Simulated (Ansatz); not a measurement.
Species, as SMILES: [OH] (OH), doublet.
Atoms: O1, H2. Bonds: O1-H2.

Basis-set convergence of the highest harmonic wavenumber at PBE with Ansatz (a quantum-chemistry and plane-wave program). Each level at its own minimum, finite differences of forces, unscaled; the reference is a large set that could be run, not a limit. Cartesian d functions, on some or all atoms, in 6-31G**, 6-31+G*; all else is spherical. The program fits the integrals of some runs and decomposes those of others, by size. Open shells are unrestricted. No added dispersion term, no relativity. Reference: the value in aug-pcseg-3, 3599 cm⁻¹, itself unsure by roughly 1 cm⁻¹ (its mean distance from aug-cc-pVQZ, def2-QZVPPD, pcseg-3). Deviations are taken from unrounded values.

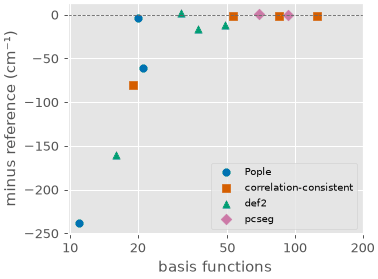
Figure. Deviation from the reference against the number of basis functions, by family of sets.

| basis | functions | highest harmonic wavenumber (cm⁻¹) | minus reference (cm⁻¹) |
|---|---|---|---|
| 6-31G | 11 | 3361 | -239 |
| def2-SV(P) | 16 | 3439 | -160 |
| cc-pVDZ | 19 | 3519 | -80 |
| 6-31G** | 20 | 3596 | -4 |
| 6-31+G* | 21 | 3538 | -61 |
| def2-SVPD | 31 | 3601 | 2 |
| def2-TZVP | 37 | 3583 | -16 |
| def2-TZVPD | 49 | 3588 | -11 |
| jun-cc-pV(T+d)Z | 53 | 3598 | -2 |
| aug-pcseg-2 | 69 | 3600 | 1 |
| cc-pVQZ | 85 | 3599 | -1 |
| pcseg-3 | 93 | 3599 | 0 |
| aug-cc-pVQZ | 126 | 3598 | -1 |
